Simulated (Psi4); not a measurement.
**HF/3-21G run of C2HF (fluoroacetylene)**

What is the energy change on altering one bond length of C2HF (fluoroacetylene) at HF/3-21G? 

The calculation is run with Psi4 1.11.

1 further run of the same task is left out (set aside as unsound or not needed).

## 1. The molecule

C2HF has 4 atoms, charge 0, and is taken as a singlet. SMILES: `C#CF`. The shape is that of a PBE0-D4/def2-TZVP optimisation.

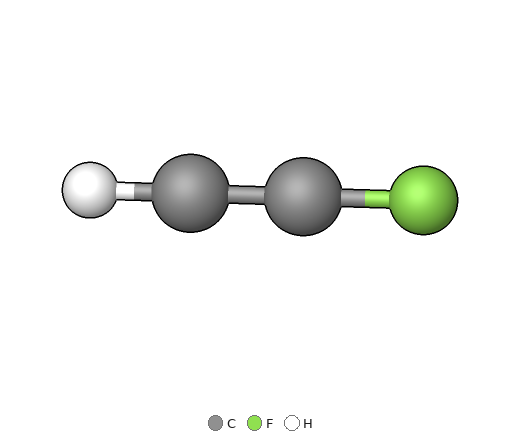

Viewed from a chosen angle; carbon grey, fluorine green, hydrogen white.

## 2. Energy and forces at HF/3-21G

Input file input.inp:

```
memory 2200 MB

molecule {
  C     -0.361030     0.453110    -0.290220
  C      0.303270    -0.380840     0.243810
  F      1.010600    -1.269010     0.812300
  H     -0.952830     1.196740    -0.765890
  symmetry c1
  no_reorient
  no_com
}

set {
  basis         3-21G
  reference     rhf
  puream        true
  e_convergence 1e-09
  d_convergence 1e-08
  scf_type      pk
}

result, w = gradient('hf', return_wfn=True)
oeprop(w, 'DIPOLE', 'LOWDIN_CHARGES', 'MULLIKEN_CHARGES')
print_variables()
```

Run with:

```bash
$ psi4 -n 1 input.inp input.out
```

input.out, cut to the lines that bear on the results:

```text
[...]
  Running in c1 symmetry.
[...]
  Nuclear repulsion =   55.832094169203373
[...]
  Multiplicity = 1
[...]
  Nalpha       = 11
  Nbeta        = 11
[...]
    Number of basis functions: 29
[...]
   @RHF iter   1:  -174.64317345789121   -6.12729e-01   1.04094e-02 DIIS/ADIIS
[...]
   @RHF iter  10:  -174.69134123482942   -2.16005e-12   4.86164e-09 DIIS
[...]
    Orbital Energies [Eh]
    ---------------------
    Doubly Occupied:
       1A    -26.256079     2A    -11.290911     3A    -11.199041
       4A     -1.698950     5A     -1.062982     6A     -0.834040
       7A     -0.744622     8A     -0.744622     9A     -0.718412
      10A     -0.417378    11A     -0.417378
[...]
  @RHF Final Energy:  -174.69134123482942
   => Energetics <=
    Nuclear Repulsion Energy =             55.8320941692033728
    One-Electron Energy =                -350.2780411084617072
    Two-Electron Energy =                 119.7546057044288972
    Total Energy =                       -174.6913412348293946
[...]
  -Total Gradient:
     Atom            X                  Y                   Z
    ------   -----------------  -----------------  -----------------
       1       -0.013186820849     0.016496716659    -0.010610269639
       2        0.039828049512    -0.049980084261     0.032026308887
       3       -0.019951637777     0.025051648981    -0.016040682707
       4       -0.006689590886     0.008431718622    -0.005375356541
[...]
 Multipole Moments:
 ------------------------------------------------------------------------------------
     Multipole            Electronic (a.u.)      Nuclear  (a.u.)        Total (a.u.)
 ------------------------------------------------------------------------------------
 L = 1.  Multiply by 2.5417464519 to convert [e a0] to [Debye]
 Dipole X            :        -14.9663800           14.7323238           -0.2340562
 Dipole Y            :         18.7960110          -18.5017983            0.2942127
 Dipole Z            :        -12.0297781           11.8416853           -0.1880928
 Magnitude           :                                                    0.4203836
[...]
  Mulliken Charges: (a.u.)
   Center  Symbol    Alpha    Beta     Spin     Total
       1     C     3.07304  3.07304  0.00000 -0.14608
       2     C     2.91265  2.91265  0.00000  0.17470
       3     F     4.68575  4.68575  0.00000 -0.37150
       4     H     0.32855  0.32855  0.00000  0.34289
   Total alpha = 11.00000, Total beta = 11.00000, Total charge =  0.00000
  Lowdin Charges: (a.u.)
   Center  Symbol    Alpha    Beta     Spin     Total
       1     C     3.12441  3.12441  0.00000 -0.24881
       2     C     2.92936  2.92936  0.00000  0.14128
[...]
```

Wall time 3.9 s (1 thread of Intel Xeon at 2.50GHz (Skylake/Cascade Lake), shared host); peak memory 0.18 GiB.

## 3. The distorted shape at the same level

Input file c2hf.py:

```python
import psi4

psi4.set_memory(2200000000)
psi4.set_num_threads(1)
psi4.set_output_file('c2hf.out', False)

geom = psi4.geometry("""
0 1
C      0.349136    -0.439254     0.280589
C      1.013436    -1.273204     0.814619
F      1.720766    -2.161374     1.383109
H     -0.952830     1.196740    -0.765890
symmetry c1
""")

psi4.set_options({
    'basis': '3-21G',
    'puream': True,
    'e_convergence': 1e-09,
    'd_convergence': 1e-08,
    'scf_type': 'pk',
})

energy_value, wavefunction = psi4.gradient("hf", molecule=geom, return_wfn=True)
psi4.oeprop(wavefunction, "LOWDIN_CHARGES", "MAYER_INDICES", "MULLIKEN_CHARGES", title="HF")
print('gradient / Eh bohr^-1')
print(energy_value.np.round(6))
print(f'energy = {wavefunction.energy():.10f} Eh')
```

Run with:

```bash
$ python c2hf.py
```

c2hf.out, cut to the lines that bear on the results:

```text
[...]
  Running in c1 symmetry.
[...]
  Nuclear repulsion =   53.335007375164722
[...]
  Multiplicity = 1
[...]
  Nalpha       = 11
  Nbeta        = 11
[...]
    Number of basis functions: 29
[...]
   @RHF iter   1:  -174.32946506645715   -6.46154e-01   1.25444e-02 ADIIS/DIIS
[...]
   @RHF iter  11:  -174.43356105871894   -5.68434e-13   6.05143e-09 DIIS
[...]
  @RHF Final Energy:  -174.43356105871894
   => Energetics <=
    Nuclear Repulsion Energy =             53.3350073751647216
    One-Electron Energy =                -345.5812436177384939
    Two-Electron Energy =                 117.8126751838548500
    Total Energy =                       -174.4335610587189365
[...]
 Multipole Moments:
 ------------------------------------------------------------------------------------
     Multipole            Electronic (a.u.)      Nuclear  (a.u.)        Total (a.u.)
 ------------------------------------------------------------------------------------
 L = 1.  Multiply by 2.5417464519 to convert [e a0] to [Debye]
 Dipole X            :          1.8692750           -2.5101111           -0.6408361
 Dipole Y            :         -2.3474162            3.1527707            0.8053545
 Dipole Z            :          1.5025438           -2.0175921           -0.5150483
 Magnitude           :                                                    1.1508873
[...]
  -Total Gradient:
     Atom            X                  Y                   Z
    ------   -----------------  -----------------  -----------------
       1        0.036823826854    -0.046296321546     0.029592045086
       2        0.034839174979    -0.043735441443     0.028011679263
       3       -0.023116649979     0.029026714874    -0.018583554678
       4       -0.048546351855     0.061005048116    -0.039020169672
[...]
  Mulliken Charges: (a.u.)
   Center  Symbol    Alpha    Beta     Spin     Total
       1     C     3.02963  3.02963  0.00000 -0.05927
       2     C     2.91101  2.91101  0.00000  0.17797
       3     F     4.68684  4.68684  0.00000 -0.37369
       4     H     0.37251  0.37251  0.00000  0.25498
   Total alpha = 11.00000, Total beta = 11.00000, Total charge =  0.00000
  Lowdin Charges: (a.u.)
   Center  Symbol    Alpha    Beta     Spin     Total
       1     C     3.12155  3.12155  0.00000 -0.24310
       2     C     2.97253  2.97253  0.00000  0.05494
[...]
```

On the terminal:

```text
gradient / Eh bohr^-1
[[ 0.036824 -0.046296  0.029592]
 [ 0.034839 -0.043735  0.028012]
 [-0.023117  0.029027 -0.018584]
 [-0.048546  0.061005 -0.03902 ]]
energy = -174.4335610587 Eh
```

It took 3.9 s on 1 thread of Intel Xeon at 2.50GHz (Skylake/Cascade Lake), shared host; peak memory 0.18 GiB.

## 4. Summary of results

Level: HF/3-21G.

| quantity | value |
| --- | --- |
| first shape: total energy | -174.69134 Eh |
| first shape: dipole moment | 1.07 D |
| first shape: HOMO energy | -11.36 eV |
| first shape: LUMO energy | 6.58 eV |
| first shape: HOMO–LUMO gap | 17.94 eV |
| first shape: largest force on an atom | 3.676 eV/Å |
| distorted shape: total energy | -174.43356 Eh |
| distorted shape: dipole moment | 2.93 D |
| distorted shape: HOMO energy | -10.91 eV |
| distorted shape: LUMO energy | -1.68 eV |
| distorted shape: HOMO–LUMO gap | 9.23 eV |
| distorted shape: largest force on an atom | 4.483 eV/Å |
| energy change with the C1–H4 bond stretched from 1.063 to 2.338 Å | 7.015 eV |

**Reading.** One bond (distorted shape) is far stretched, which a spin-restricted single reference describes badly; a broken-symmetry solution may lie lower. With the C1–H4 bond stretched from 1.063 to 2.338 Å the energy rises by 7.01 eV (162 kcal/mol). The first shape isn't relaxed at this level, so the change isn't measured from a minimum. A restricted reference can't describe the breaking bond well at this length. The largest force (first shape) is 3.68 eV/Å: the shape isn't a stationary point for this species at this level.
